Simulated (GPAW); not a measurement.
**How SnSe2 absorbs and reflects light**

Aim: the dielectric function of SnSe2, and the optical constants that follow from it.

Method: DFT, PBE, plane-wave PAW (GPAW data sets), scalar-relativistic, RPA, optical limit, in GPAW 26.7.0.

### 1. Set-up

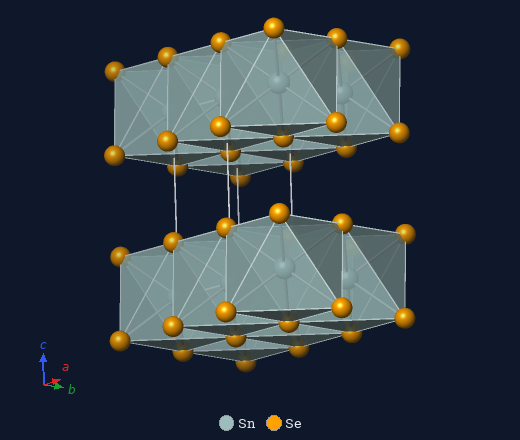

The cell as given, from a free direction (tin teal, selenium orange). 2×1×1 cells are drawn. Some periodic images of atoms are drawn too.

As a file:

```
Sn Se
1.0
     3.81100    0.00000    0.00000
    -1.90550    3.30042    0.00000
     0.00000    0.00000    6.13600
Sn Se
1 2
Direct
  0.00000 0.00000 0.00000
  0.66667 0.33333 0.75100
  0.33333 0.66667 0.24900
```

### 2. Bands for the response

At the fixed density, many empty bands are solved on the mesh of the response, since the spectrum sums over them.

This step: DFT, PBE, plane-wave PAW (GPAW data sets), scalar-relativistic, bands at fixed density (GPAW 26.7.0).

nscf.py

```python
from ase.dft.bandgap import bandgap
from gpaw import GPAW, FermiDirac

calc = GPAW('gs.gpw').fixed_density(kpts={'size': (9, 9, 5), 'gamma': True}, nbands=75, convergence={'bands': 69},
                                    occupations=FermiDirac(0.001), txt='nscf.txt')
print('gap (eV)', bandgap(calc, output=None)[0])
print('direct gap (eV)', bandgap(calc, direct=True, output=None)[0])
print('top band over the Fermi level (eV)', min(calc.get_eigenvalues(kpt=k)[68] for k in range(len(calc.get_ibz_k_points()))) - calc.get_fermi_level())
calc.write('full.gpw', mode='all')
```

Started as:

```console
OMP_NUM_THREADS=1 python nscf.py
```

Numbers of over 12 decimals in the logs are rounded to 6 here.

The log of the run:

```text
Diagonalizing LCAO Hamiltonian
Converting LCAO to pw mode
convergence criteria:
- Maximum integral of absolute [eigenst]ate change: 4e-08 eV^2 / valence electron
maximum number of iterations: 150

SCF iterations
|iter     |      energy | eigst |  dens |
|iter:   1||             | +3.87 |       |
|iter:   2||             | +2.66 |       |
|iter:   3||             | +1.65 |       |
|iter:   4||             | +0.74 |       |
|iter:   5||             | +0.09 |       |
|iter:   6||             | -0.43 |       |
|iter:   7||             | -0.93 |       |
|iter:   8||             | -1.35 |       |
|iter:   9||             | -1.78 |       |
|iter:  10||             | -2.21 |       |
|iter:  11||             | -2.69 |       |
|iter:  12||             | -3.17 |       |
|iter:  13||             | -3.70 |       |
|iter:  14||             | -4.21 |       |
|iter:  15||             | -4.75 |       |
|iter:  16||             | -5.25 |       |
|iter:  17||             | -5.76 |       |
|iter:  18||             | -6.22 |       |
|iter:  19||             | -6.67 |       |
|iter:  20||             | -7.06 |       |
|iter:  21||             | -7.44c|       |
SCF steps: 21
  __  _  _
 | _ |_)|_||  |
 |__||  | ||/\| - 26.7.0

Versions:
  Python: 3.12.14
  ASE:    3.29.0
  Numpy:  2.5.5
  Scipy:  1.18.1
  Libxc:  7.0.0

Input parameters:
  mode=PW(ecut=500.0),
  convergence={'bands': 69},
  gpts=array([20, 20, 32]),
  kpts=MonkhorstPack(size=(9, 9, 5), gamma=True),
  maxiter=150,
  nbands=75,
  occupations=Occupations(name='fermi-dirac', width=0.001, fixmagmom=False),
  parallel={},
  xc=XC(name='PBE')

--- standard output ---
gap (eV) 0.771651
direct gap (eV) 1.105973
top band over the Fermi level (eV) 39.281393
```

Wall time 2.8 min (1 thread of Arm Neoverse V2, shared host); peak memory 0.29 GiB.

Read-outs, printed or worked out from the files:

* gap on the k-mesh: 0.7717 eV
* direct gap on the mesh: 1.106 eV

### 3. Dielectric function, RPA

Local fields let the induced charge screen the field inside the cell, which as a rule lowers ε, most along directions where the density is uneven.

This step: DFT, PBE, plane-wave PAW (GPAW data sets), scalar-relativistic, RPA, optical limit (GPAW 26.7.0).

df.py

```python
from gpaw.response.df import DielectricFunction

df = DielectricFunction('full.gpw', frequencies={'type': 'nonlinear', 'domega0': 0.03, 'omega2': 8},
                        ecut=50,
                        eta=0.15,
                        nbands=69,
                        txt='df.txt')
for direction in ['x', 'z']:
    df.get_dielectric_function(xc='RPA', direction=direction, filename=f'df_{direction}.csv')
```

Started as:

```console
OMP_NUM_THREADS=1 python df.py
```

The log of the run:

```text
Using integrator: PointIntegrator
NonLinearFrequencyDescriptor(from 0.000 to 64.819 eV, 497 points)
Nonperiodic BCs:  [False False False]
Using integrator: PointIntegrator
NonLinearFrequencyDescriptor(from 0.000 to 64.819 eV, 497 points)
Nonperiodic BCs:  [False False False]

Calculating chi0 body with:
    Ground state adapter containing:
    Number of spins: 1
    Number of kpoints: 405
    Number of irreducible kpoints: 50
    Number of completely occupied states: 13
    Number of partially occupied states: 13

    Linear response parametrization:
    q_c: [0.0, 0.0, 0.0]
    Number of frequency points: 497
    Planewave cutoff: 50.0
    Number of bands: 69
    Number of planewaves: 67
    Broadening (eta): 0.15

Integrating chi0 body.

Symmetries of q_c:
    Direct symmetries (Uq -> q): 12
    Indirect symmetries (TUq -> q): 0
In total 12 allowed symmetries.

50 groups of equivalent kpoints. 87.654321% reduction.

Integral kind: spectral function

Calculating chi0 optical extensions with:
    Ground state adapter containing:
    Number of spins: 1
    Number of kpoints: 405
    Number of irreducible kpoints: 50
    Number of completely occupied states: 13
    Number of partially occupied states: 13

    Linear response parametrization:
    Number of frequency points: 497
    Planewave cutoff: 50.0
    Number of bands: 69
    Number of planewaves: 67
    Broadening (eta): 0.15
Integrating chi0 head and wings.

Symmetries of q_c:
    Direct symmetries (Uq -> q): 12
    Indirect symmetries (TUq -> q): 0
In total 12 allowed symmetries.

50 groups of equivalent kpoints. 87.654321% reduction.

Integral kind: spectral function wings
```

The job ended after 15 s (1 thread; peak memory 0.34 GiB).

Numbers from this step:

- electronic dielectric constant ε∞, mean over x, y and z (by symmetry where fewer were run): 9.908

The Im ε has structure finer than the step of the table below, so its rows give means over 1 eV, whole bins alone (the curve runs from 0 to 14.0 eV). Peaks (eV: height): E ∥ x 3.9: 14.2, 4.7: 13.1; E ∥ z 1.9: 9.32, 5.1: 6.44, 7.1: 5.27, 9.1: 6.37.

Sum at mesh points, not converged in k; values under the direct gap are tails of Lorentzian lines. Table of Im ε by photon energy; means over each step:

```tsv
photon energy (eV)	E ∥ x	E ∥ z
1	0.935	1.39
2	4.82	6.82
3	8.00	2.60
4	12.7	2.11
5	12.1	4.95
6	8.43	5.36
7	4.53	4.49
8	3.08	3.56
9	3.04	5.39
10	2.21	4.88
11	1.55	3.79
12	1.09	2.29
13	0.918	1.30
```

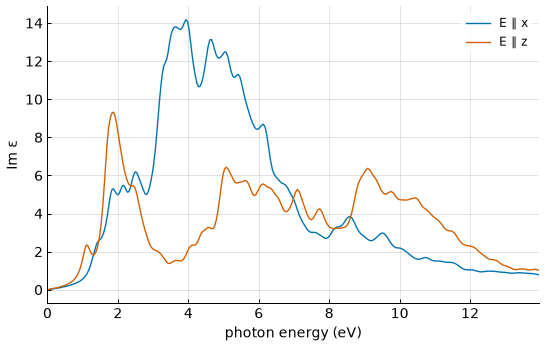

Im ε against photon energy.

The reflectivity at normal incidence has structure finer than the step of the table below, so its rows give means over 1 eV, whole bins alone (the curve runs from 0 to 14.0 eV). Peaks (eV: height): E ∥ x 4.0: 43.3, 6.3: 52.5, 7.1: 52.1, 8.8: 41.6, 10.3: 44.6, 11.8: 44.0; E ∥ z 1.8: 35.2, 5.0: 28.4, 7.2: 26.4, 12.9: 47.1.

Sum at mesh points, not converged in k. Table of reflectivity at normal incidence by photon energy; means over each step:

```tsv
photon energy (eV)	E ∥ x (%)	E ∥ z (%)
1	30.6	26.4
2	33.1	30.7
3	36.3	15.1
4	41.0	18.0
5	44.0	25.3
6	48.5	25.3
7	49.8	23.2
8	36.2	19.0
9	38.3	27.2
10	42.7	31.9
11	39.6	38.8
12	40.1	43.8
13	32.5	45.0
```

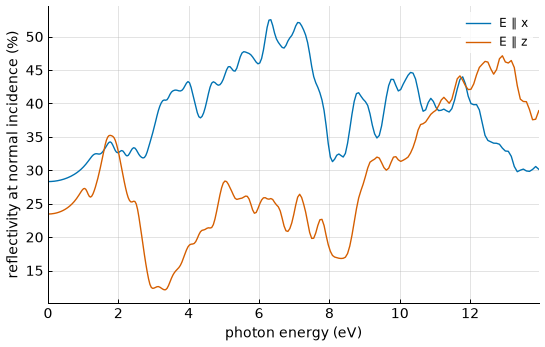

Reflectivity at normal incidence, plotted against photon energy.

The loss function −Im 1/ε at q → 0 has structure finer than the step of the table below, so its rows give means over 1 eV, whole bins alone (the curve runs from 0 to 14.0 eV). Peaks (eV: height): E ∥ z 2.8: 0.214, 8.0: 0.253.

Sum at mesh points, not converged in k; values under the direct gap are tails of Lorentzian lines. Table of loss function −Im 1/ε at q → 0 by energy loss; means over each step:

```tsv
energy loss (eV)	E ∥ x	E ∥ z
1	0.00582	0.0141
2	0.0281	0.0877
3	0.0348	0.151
4	0.0655	0.0603
5	0.0807	0.0868
6	0.106	0.145
7	0.153	0.192
8	0.276	0.220
9	0.269	0.154
10	0.300	0.204
11	0.427	0.226
12	0.574	0.282
13	0.840	0.417
```

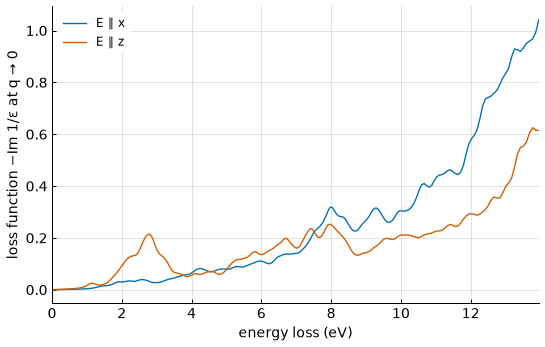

Loss function −Im 1/ε at q → 0, plotted against energy loss.

Sum at mesh points, not converged in k; values under the direct gap are tails of Lorentzian lines. Table of Im ε, E ∥ x by photon energy; read off at these points:

```tsv
photon energy (eV)	without local fields	with local fields
0.00	0	0
0.50	0.182	0.167
1.00	0.600	0.563
1.50	2.75	2.65
2.00	5.38	5.00
2.50	7.00	6.18
3.00	7.79	6.39
3.50	16.4	13.3
3.94	16.1	14.2
4.00	15.6	13.9
4.50	15.0	12.0
4.61	15.7	13.1
5.00	14.6	12.4
5.50	12.3	10.9
6.00	8.71	8.46
6.50	5.54	5.90
7.00	4.28	4.70
7.50	3.18	3.01
8.00	3.65	2.81
8.50	5.01	3.74
9.00	3.26	2.79
9.50	3.33	2.97
10.00	2.28	2.19
10.50	1.72	1.61
11.00	1.61	1.52
11.50	1.45	1.42
12.00	1.10	1.05
12.50	1.11	0.979
13.00	1.04	0.912
13.50	0.971	0.880
```

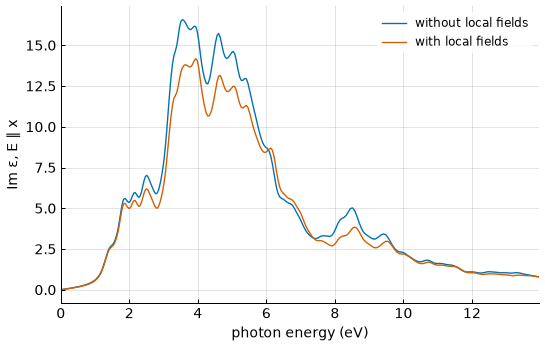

Im ε, E ∥ x, plotted against photon energy.

From ε follow the optical constants at some laser and lamp lines:

```tsv
wavelength (nm)	n x	k x	R (%) x	1/α x	n z	k z	R (%) z	1/α z
800	3.63	0.383	32.7	166 nm	3.50	0.562	31.9	113 nm
633	3.51	0.719	32.7	70 nm	2.78	1.574	33.7	32 nm
532	3.49	0.750	32.6	56 nm	2.23	1.237	25.4	34 nm
405	3.90	0.938	37.3	34 nm	1.87	0.553	12.5	58 nm
365	3.80	1.607	40.7	18 nm	2.01	0.358	12.5	81 nm
308	3.03	2.246	43.1	11 nm	2.43	0.452	18.8	54 nm
193	1.32	2.319	50.9	6.6 nm	1.94	1.323	25.3	12 nm
```

Below the direct gap, k and the depth come from the tails of the Lorentzian lines, not from transitions.

Rows near the edge hang on the gap, which this functional as a rule makes too small, and phonon-assisted absorption is left out.

### 4. Results

| Property | Result |
| --- | --- |
| electronic dielectric constant ε∞, mean over x, y and z (by symmetry where fewer were run) (RPA) | 9.91 |

**Reading.** At this level (PBE, RPA) SnSe2 has a mean ε∞ = 9.91 and n = 3.38 at 1550 nm (E ∥ x). On the mesh the gap is 0.77 eV and the least direct gap 1.11 eV, so on this mesh the band edges lie at different points. Local fields change the static value along x from 11.91 to 10.72 (-10 %). The static values by axis are 10.72 (x), 8.28 (z). Excitons and phonon-assisted transitions are missing; PBE gaps are as a rule too small, which pulls the onset down and ε∞ up. Spin-orbit coupling is left out although heavy atoms are present. The sum runs over mesh points 0.21 Å⁻¹ apart with no interpolation, so peaks are partly noise of the mesh; over so small a direct gap single mesh points weigh heavily, so ε∞, n and their changes from run to run can be far off.

[Machine, clock and banner lines and Python warnings are left out of the logs.]

[Logs are printed without paths, hosts, clocks, repeated set-up lines and the standing remarks that a program may print on its own settings, such as how far it seeks lower states.]

[Hosts, paths, dates, database ids (printed as entryN), source tags and the programs' standing remarks are cut or masked in the printed files.]
